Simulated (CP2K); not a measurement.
# GFN2-xTB run of CH8OSi3 (SMILES O=C[SiH2][SiH2][SiH3])

What is the energy change on altering one bond length of CH8OSi3 at GFN2-xTB? 

The calculation is run with CP2K 2026.2.

3 further runs of the same task are left out: 2 that didn't finish, 1 set aside as unsound or not needed.

### 1 The structure to begin with

The species is CH8OSi3 (13 atoms), meant as a singlet with charge 0. SMILES: `O=C[SiH2][SiH2][SiH3]`. Geometry: a rough force-field guess. This is one conformer, not always the lowest.

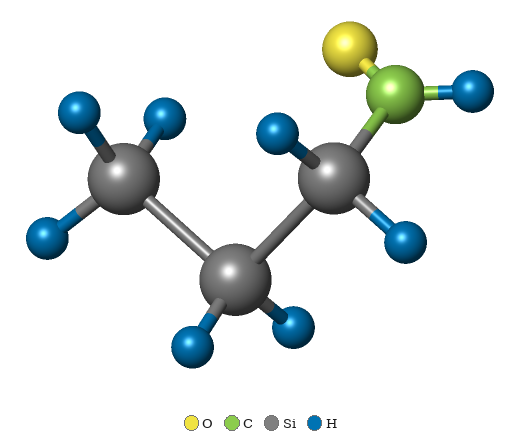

Viewed from a chosen angle; oxygen yellow, carbon green, silicon grey, hydrogen blue.

### 2 The energy at GFN2-xTB

File qs.inp:

```
&GLOBAL
  PROJECT_NAME qs
  RUN_TYPE ENERGY
  PRINT_LEVEL MEDIUM
&END GLOBAL
&FORCE_EVAL
  METHOD QUICKSTEP
  &DFT
    &QS
      METHOD XTB
      EPS_DEFAULT 1.0E-10
      &XTB
        GFN_TYPE TBLITE
        &TBLITE
          METHOD GFN2
        &END TBLITE
        CHECK_ATOMIC_CHARGES F
      &END XTB
    &END QS
    &POISSON
      PERIODIC NONE
      POISSON_SOLVER ANALYTIC
    &END POISSON
    &SCF
      SCF_GUESS ATOMIC
      EPS_SCF 1.0E-07
      MAX_SCF 150
      ADDED_MOS 4
      &DIAGONALIZATION
        ALGORITHM STANDARD
      &END DIAGONALIZATION
      &MIXING
        METHOD DIRECT_P_MIXING
        ALPHA 0.4
      &END MIXING
      &SMEAR ON
        METHOD FERMI_DIRAC
        ELECTRONIC_TEMPERATURE [K] 300
      &END SMEAR
    &END SCF
    &PRINT
      &MOMENTS
        PERIODIC F
        REFERENCE COM
        MAX_MOMENT 1
      &END MOMENTS
      &MO ON
        ENERGIES T
        OCCUPATION_NUMBERS T
        NDIGITS 6
        &EACH
          QS_SCF 0
        &END EACH
        ADD_LAST NUMERIC
      &END MO
      &HIRSHFELD OFF
      &END HIRSHFELD
    &END PRINT
  &END DFT
  ! structure
  &SUBSYS
    &CELL
      ABC 11.9 13.6 12
      PERIODIC NONE
    &END CELL
    &COORD
      O     -1.617300     0.249500     1.727300
      C     -1.447800    -0.897800     1.541500
      Si    -0.735800    -1.445800    -0.086600
      Si     1.293100    -0.247900    -0.452400
      Si     0.615700     1.934500    -0.670800
      H     -1.659300    -1.655800     2.290600
      H     -0.345400    -2.898600    -0.007100
      H     -1.610200    -1.268800    -1.220800
      H      1.872700    -0.724100    -1.661100
      H      2.200500    -0.464600     0.682100
      H      0.235500     2.543300     0.674500
      H      1.780400     2.730800    -1.172600
      H     -0.561600     2.110400    -1.629800
    &END COORD
    &TOPOLOGY
      &CENTER_COORDINATES
      &END CENTER_COORDINATES
    &END TOPOLOGY
  &END SUBSYS
&END FORCE_EVAL
```

The run is started by

```console
OMP_NUM_THREADS=1 cp2k.psmp -i qs.inp > qs.out 2>&1
```

Standard output:

```text
CP2K| version string:                                       CP2K version 2026.2
[...]
 GLOBAL| Method name                                                        CP2K
[...]
 GLOBAL| Run type                                                         ENERGY
[...]
                             - Atoms:                                         13
[...]
                             - Spherical basis functions:                     43
[...]
 Number of electrons:                                                         30
[...]
  *** SCF run converged in    22 steps ***
[...]
  Fermi energy:                                                -0.31252578798767
[...]
 TB_DIPOLE| Moment [Debye]          1.55857005      -1.43569906      -1.83677717
 TB_DIPOLE| Derivative [a.u.]       0.00000000       0.00000000       0.00000000
[...]
 ENERGY| Total FORCE_EVAL ( QS ) energy [hartree]            -15.388346438600040
[...]
```

Run time: 0.24 s. Hardware: 1 thread of Arm Neoverse V2, shared host.

### 3 The distorted shape at the same level

File run.inp:

```
&GLOBAL
 PROJECT_NAME run
 RUN_TYPE ENERGY
 PRINT_LEVEL MEDIUM
&END GLOBAL

&FORCE_EVAL
 METHOD QUICKSTEP
 &DFT
  # Quickstep
  &QS
   METHOD XTB
   EPS_DEFAULT 1.0E-10
   &XTB
    GFN_TYPE TBLITE
    &TBLITE
     METHOD GFN2
    &END TBLITE
    CHECK_ATOMIC_CHARGES F
   &END XTB
  &END QS
  &POISSON
   PERIODIC NONE
   POISSON_SOLVER ANALYTIC
  &END POISSON
  &SCF
   SCF_GUESS ATOMIC
   EPS_SCF 1.0E-07
   MAX_SCF 150
   ADDED_MOS 4
   &DIAGONALIZATION
    ALGORITHM STANDARD
   &END DIAGONALIZATION
   &MIXING
    METHOD DIRECT_P_MIXING
    ALPHA 0.4
   &END MIXING
   &SMEAR ON
    METHOD FERMI_DIRAC
    ELECTRONIC_TEMPERATURE [K] 300
   &END SMEAR
  &END SCF
  # extra output
  &PRINT
   &MOMENTS
    PERIODIC F
    REFERENCE COM
    MAX_MOMENT 1
   &END MOMENTS
   &MO ON
    ENERGIES T
    OCCUPATION_NUMBERS T
    NDIGITS 6
    &EACH
     QS_SCF 0
    &END EACH
    ADD_LAST NUMERIC
   &END MO
   &HIRSHFELD OFF
   &END HIRSHFELD
  &END PRINT
 &END DFT
 # atoms, cell and kinds
 &SUBSYS
  # box in angstrom
  &CELL
   ABC 11.9 13.6 12.1
   PERIODIC NONE
  &END CELL
  &COORD
   O     -1.675256     0.297117     1.848163
   C     -1.505756    -0.850183     1.662363
   Si    -0.793756    -1.398183     0.034263
   Si     1.235144    -0.200283    -0.331537
   Si     0.557744     1.982117    -0.549937
   H     -1.717256    -1.608183     2.411463
   H     -0.403356    -2.850983     0.113763
   H     -1.668156    -1.221183    -1.099937
   H      1.872700    -0.724100    -1.661100
   H      2.142544    -0.416983     0.802963
   H      0.177544     2.590917     0.795363
   H      1.722444     2.778417    -1.051737
   H     -0.619556     2.158017    -1.508937
  &END COORD
  &TOPOLOGY
   &CENTER_COORDINATES
   &END CENTER_COORDINATES
  &END TOPOLOGY
 &END SUBSYS
&END FORCE_EVAL
```

The run is started by

```console
OMP_NUM_THREADS=1 cp2k.psmp -i run.inp -o run.out
```

Standard output:

```text
CP2K| version string:                                       CP2K version 2026.2
[...]
 GLOBAL| Method name                                                        CP2K
[...]
 GLOBAL| Run type                                                         ENERGY
[...]
                             - Atoms:                                         13
[...]
                             - Spherical basis functions:                     43
[...]
 Number of electrons:                                                         30
[...]
  *** SCF run converged in    21 steps ***
[...]
  Fermi energy:                                                -0.31358564108154
[...]
 TB_DIPOLE| Moment [Debye]          1.49025555      -1.35926422      -1.58701656
 TB_DIPOLE| Derivative [a.u.]       0.00000000       0.00000000       0.00000000
[...]
 ENERGY| Total FORCE_EVAL ( QS ) energy [hartree]            -15.386675798922905
[...]
```

It took 0.27 s on 1 thread of Arm Neoverse V2, shared host.

### 4 Outcome

Level: GFN2-xTB.

| quantity | value |
| --- | --- |
| first shape: total energy | -15.38835 Eh |
| first shape: dipole moment (from atomic charges alone) | 2.80 D |
| first shape: HOMO energy | -9.62 eV |
| first shape: LUMO energy | -7.61 eV |
| first shape: HOMO–LUMO gap | 2.01 eV |
| distorted shape: total energy | -15.38668 Eh |
| distorted shape: dipole moment (from atomic charges alone) | 2.57 D |
| distorted shape: HOMO energy | -9.63 eV |
| distorted shape: LUMO energy | -7.64 eV |
| distorted shape: HOMO–LUMO gap | 2.00 eV |
| energy change with the Si4–H9 bond stretched from 1.423 to 1.565 Å | 0.045 eV |

**Reading.** With the Si4–H9 bond stretched from 1.423 to 1.565 Å the energy rises by 0.05 eV (1.0 kcal/mol). The first shape isn't relaxed at this level, so the change isn't measured from a minimum. The dipole (first shape) comes from point charges on the atoms alone, without atomic dipoles, so it is partial. The dipole (distorted shape) comes from point charges on the atoms alone, without atomic dipoles, so it is partial.
